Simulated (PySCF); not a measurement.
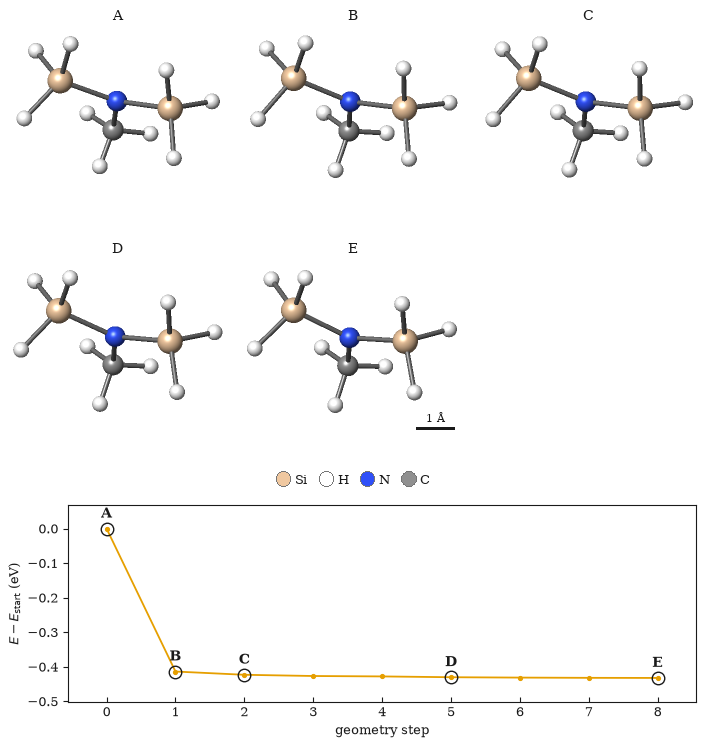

Frames of a relaxation of CH₉NSi₂, marked on the history of the run. The picture is a ball-and-stick view, seen from a free direction.

The start comes from GFN2-xTB. Its atoms were then displaced at random by about 0.03 Å.

Theory: PySCF 2.14.0, density-fitted response routines, PBE0-D3(BJ)/def2-SVP geometry optimisation, gas phase. 

### What happens along the run?

The energy falls by 0.432 eV in 8 geometry steps. The atom that moves furthest after the best rigid fit is an H atom (0.17 Å). By element the largest moves are H 0.17 Å, N 0.11 Å, Si 0.11 Å, C 0.07 Å. Near-neighbour distances that change, for instance: H–Si 1.421 → 1.500 Å, C–H 1.036 → 1.106 Å, N–Si 1.708 → 1.744 Å, H–Si 1.464 → 1.500 Å. Bond angles that change, for instance: H–Si–H 115.5° → 108.9°, H–Si–H 104.1° → 110.4°, N–Si–H 103.4° → 109.1°. Cost: 82 s on 1 thread of Intel(R) Xeon(R) Processor @ 2.70GHz, on a shared host. From step 0 to 1: an H atom moves most (0.13 Å), energy −0.414 eV. From step 1 to 2: an H atom moves most (0.05 Å), energy −0.009 eV. From step 2 to 5: an H atom moves most (0.09 Å), energy −0.007 eV. From step 5 to 8: an H atom moves most (0.09 Å), energy −0.002 eV.

```tsv
step	E − E(0), eV
0	0.0000
1	-0.4135
2	-0.4229
3	-0.4265
4	-0.4277
5	-0.4300
6	-0.4311
7	-0.4318
8	-0.4321
```
